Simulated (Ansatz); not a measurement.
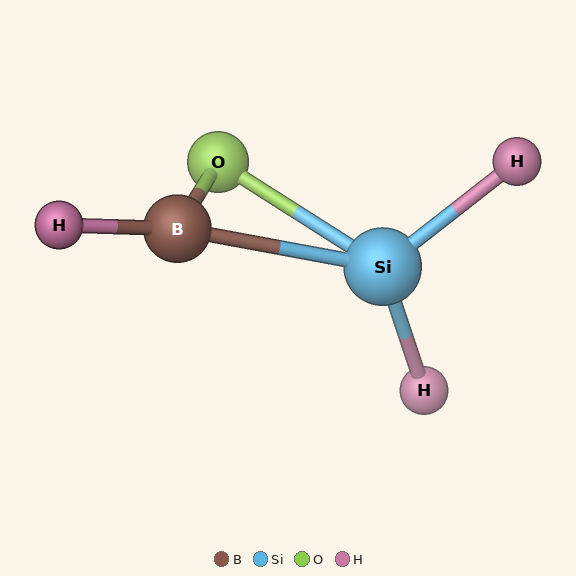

Depth is shown by fading: the farther an atom, the more it takes the colour of the background. The geometry was computed by an optimisation with PBE0-D4/def2-TZVP. No frequency run is at hand to confirm it as a minimum.

**Which symmetry elements does this geometry have?**

It has 1 mirror plane, so the point group is Cs. The group has 2 operations. The geometry is achiral, and symmetry allows a dipole moment.
